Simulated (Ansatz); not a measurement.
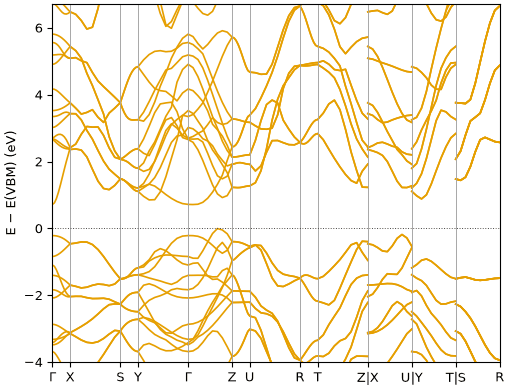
Band structure from PBE+D3(BJ) in the plane-wave PAW code Ansatz

Problem. Read off the gap and where the band edges lie.

Solution. About 0.7 eV (0.71 eV by a search for the band edges); maximum on the Γ–Z line, 69 % of the way from Γ, minimum on the Γ–Z line, 14 % of the way from Γ.

The material is GeSe in space group Pnma (No. 62; Ge on 4c, Se on 4c).

Symmetry was held in the PBE+D3(BJ) relaxation. Scalar-relativistic: spin–orbit coupling is off unless named, which matters more the heavier the elements.

Potentials: the later of the program's two PAW sets.
